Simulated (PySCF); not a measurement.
**C7H14AlN (SMILES [AlH3-][N+]#CCC1CCCC1): density, localisation and related maps**

```xyz
23

Al    3.2054   -0.9345    0.3635
N     2.5448    0.5832   -0.7456
C     1.5582    1.1509   -0.8986
C     0.3148    1.8255   -1.0628
C    -0.8243    1.0051   -0.4269
C    -1.0112   -0.3780   -1.0496
C    -1.8845   -1.1212   -0.0322
C    -1.6231   -0.4391    1.3256
C    -0.6000    0.6671    1.0467
H     2.7981   -0.3265    1.7626
H     2.2159   -2.0112   -0.2293
H     4.7211   -1.0351    0.0172
H     0.3871    2.8059   -0.5826
H     0.1249    1.9710   -2.1303
H    -1.7477    1.5837   -0.5344
H    -0.0389   -0.8684   -1.1331
H    -1.4681   -0.3404   -2.0382
H    -2.9373   -1.0342   -0.3027
H    -1.6339   -2.1792   -0.0042
H    -2.5464   -0.0111    1.7177
H    -1.2427   -1.1424    2.0627
H     0.4123    0.2756    1.1802
H    -0.7293    1.5261    1.7045
```

Geometry: GFN2-xTB.

Computed with PBE0/pcSseg-1, SCF density, gas phase, non-relativistic (PySCF).

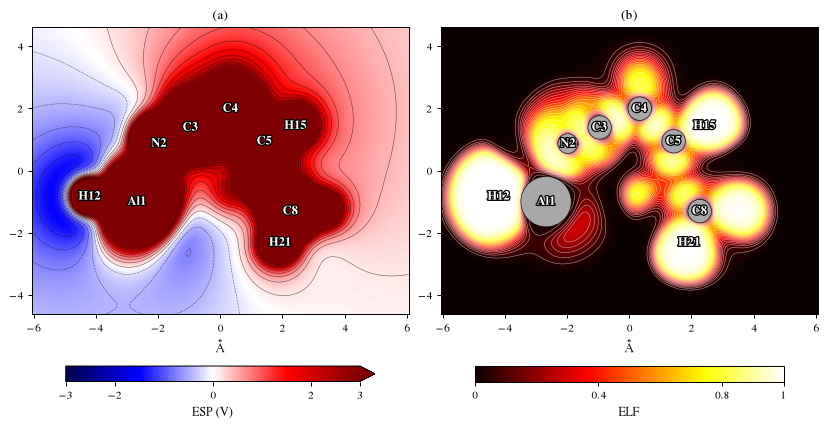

Figure 1. (a) electrostatic potential; (b) ELF on the plane of atoms N2, Al1 and H12. Grey discs cover the atomic cores in the ELF map.

**Describe what can be read from this map.**

Atoms in the plane: Al, N, C and H. C–N (1.15 Å): the ELF peaks at about 0.85 between the atoms: a multiple bond. C–C (1.42 Å): the ELF peaks at about 0.95 between the atoms; localised, covalent bonding. Al–N (1.99 Å): the ELF peaks at about 0.95 in the valence shell of N, 0.7 Å from its nucleus, and is about 0.60 at the midpoint. C–H (1.09 Å): the ELF climbs to about 1 towards the hydrogen, as it does in any bond to H; a covalent bond by its length. C–C (1.54 Å): the ELF peaks at about 0.95 between the atoms, as expected for a shared electron pair. Outside the dense part of the molecule the potential is most negative (−1.5 V) near H12.

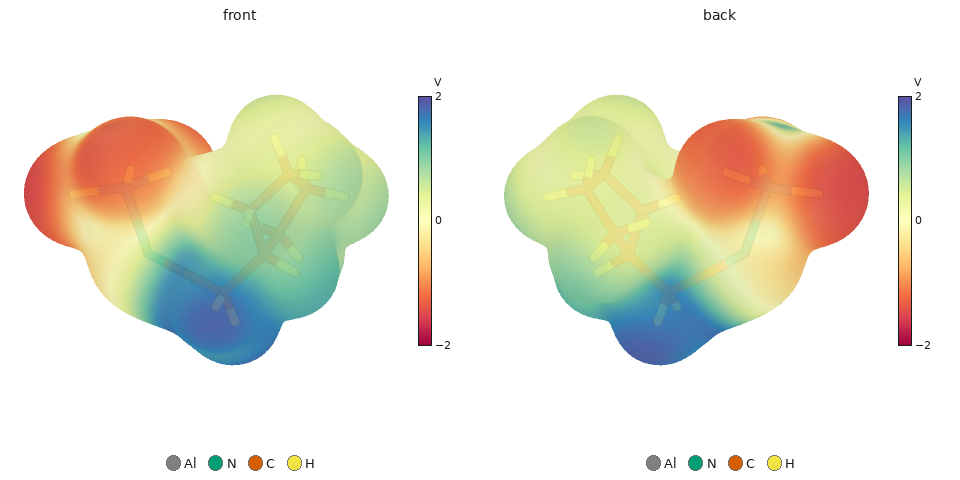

Figure 2. The electrostatic potential painted on the density surface at 0.002 e/bohr³, seen from the front and from behind; the colour scale runs from red (negative) to blue (positive).

**Describe the electrostatic potential map.**

The most negative region (about −1.5 V, or −35 kcal/mol for a unit charge) lies over H12, the most positive (about +1.9 V, or +44 kcal/mol for a unit charge) over H13 and H14.

**How polar is the molecule by this calculation?**

Its dipole moment is 7.43 D.
